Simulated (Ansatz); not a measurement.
# ZnS (P6_3mc): check of PAW against all-electron LAPW, by script

How well does PAW follow the all-electron answer for ZnS (P6_3mc)? The task is a check of PAW against all-electron LAPW, for ZnS (P6_3mc).

Program: Ansatz 0.2.0, driven from Python. The levels of theory stand in the script. These are calculated values, not measurements.

## 1. The structure

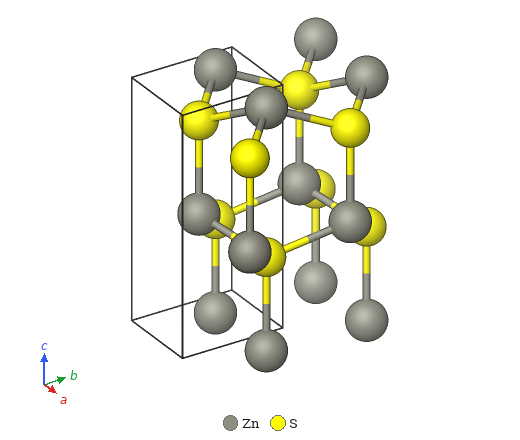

The structure that the script starts from, seen slightly off an axis (zinc grey, sulfur yellow). 2×2×1 cells are drawn. Atoms on cell faces are repeated.

The script holds or builds the structure itself.

## 2. The script

File paw_lapw.py:

```python
"""PAW against all-electron LAPW for ZnS."""

from dataclasses import dataclass

import ansatz as az
import numpy as np
import pandas as pd
from pymatgen.core import Lattice, Structure
from pymatgen.io.ase import AseAtomsAdaptor


@dataclass
class Options:
    functional: str = "lda"
    kgrid: tuple[int, ...] = (6, 6, 4)


settings = Options()


def count_gap(report):
    # lowest empty less highest filled band, counting bands; zero where they overlap
    return max(report.get("gap_by_band_count_ev") or 0.0, 0.0)

pmg_structure = Structure(
    Lattice([(3.811, 0.0, 0.0), (-1.9055, 3.300423, 0.0), (0.0, 0.0, 6.234)]),
    ["Zn", "Zn", "S", "S"],
    [
        (1 / 3, 2 / 3, 0.0),
        (2 / 3, 1 / 3, 0.5),
        (1 / 3, 2 / 3, 0.385),
        (2 / 3, 1 / 3, 0.885),
    ],
)
zns = az.Crystal.from_ase(AseAtomsAdaptor.get_atoms(pmg_structure))

setup = (
    zns.calculation()
    .functional(settings.functional)
    .occupations(az.OccupationsMethod.FIXED)
    .kpoints(*settings.kgrid, center="gamma")
    .stress()
    .forces()
    .band_table()
)
variants = {
    "PAW": setup.pseudopotentials("paw"),
    "LAPW": setup.pseudopotentials("all_electron", lapw=True),
}
# totals differ by the cores that each treatment holds, so compare what does not depend on them
rows = []
for label, variant in variants.items():
    summary = variant.run(threads=1).report
    levels = np.array(summary["eigenvalues_ev"][0]) - summary["fermi_energy_ev"]
    print(label, "levels at the first k-point near E_F:", np.round(levels[np.abs(levels) < 5], 3))
    rows.append((label, summary["n_electrons"], np.trace(summary["stress_gpa"]) / 3, float(np.abs(summary["forces_ev_ang"]).max()), count_gap(summary)))
print(pd.DataFrame(rows, columns=["treatment", "electrons in bands", "P GPa", "max force component eV/A", "gap by band count eV"]).round(4).to_string(index=False))
```

## 3. The calls as engine input

The package turns the script's settings into the engine's input (first run):

```yaml
crystal:
  lattice:
    - [3.811, 0.0, 0.0]
    - [-1.9055, 3.300423, 0.0]
    - [0.0, 0.0, 6.234]
  atoms:
    - { symbol: Zn, position: [0.3333333333333333, 0.6666666666666666, 0.0] }
    - { symbol: Zn, position: [0.6666666666666666, 0.3333333333333333, 0.5] }
    - { symbol: S, position: [0.3333333333333333, 0.6666666666666666, 0.385] }
    - { symbol: S, position: [0.6666666666666666, 0.3333333333333333, 0.8849999999999999] }
kpoints:
  mp_grid:
    grid: [6, 6, 4]
    shift: [0.0, 0.0, 0.0]
hamiltonian:
  xc: lda
  pseudopotentials:
    kind: paw
scf:
  occupations:
    method: fixed
output:
  forces: true
  stress: true
  eigenvalues: true
```

## 4. Launch

Started as:

```sh
python paw_lapw.py
```

What it wrote:

```text
DeckWarning: basis.ecutwfc = 420 eV, auto-derived from the records' recommended cutoffs: set by Zn (normal level)
PAW levels at the first k-point near E_F: [-0.875 -0.875 -0.016 -0.016  0.     1.988  2.772]
LAPW levels at the first k-point near E_F: [-0.875 -0.875 -0.016 -0.016  0.     1.99   2.773]
treatment  electrons in bands   P GPa  max force component eV/A  gap by band count eV
      PAW                36.0 -3.8910                    0.2961                1.9883
     LAPW                68.0 -3.8797                    0.2964                1.9896
```

(Warnings from the package without file and line.)

Wall time 41 s (1 thread of Arm Neoverse V2, shared host); peak memory 0.64 GiB.

## 5. Inputs of later runs

The engine's inputs for the other runs:

Run 2, against run 1:

```diff
@@ -18 +18,2 @@
-    kind: paw
+    kind: all_electron
+    lapw: {}
```

## 6. Run by run

From the records of these 2 runs:

```
run    potentials  energy (eV/atom)  pressure (GPa)  gap on the mesh (eV)  SCF cycles  CPU time (s)
  1           paw        -2058.6970           -3.89                  1.99           7           2.9
  2  all_electron       -29816.0956           -3.88                  1.99           9            37
```

Totals under unlike functionals or potentials can't be compared directly.

## 7. Summary of results

| quantity | value |
| --- | --- |
| runs compared | 2 |
| difference in pressure | 0.01 GPa |
| difference in gap | 0.001 eV |

What this shows: PAW gives -3.891 GPa and LAPW -3.880 GPa, 0.011 GPa apart. They took 2.9 and 37.4 s of processor time. What to keep in mind:
- The computed bands are complete only to about 5.0 eV above the Fermi level.
- Gaps and levels are Kohn-Sham values on a finite set of k-points.
- Pressure is positive in compression; the treatments may keep other shells as core, so totals and counts of electrons can differ.
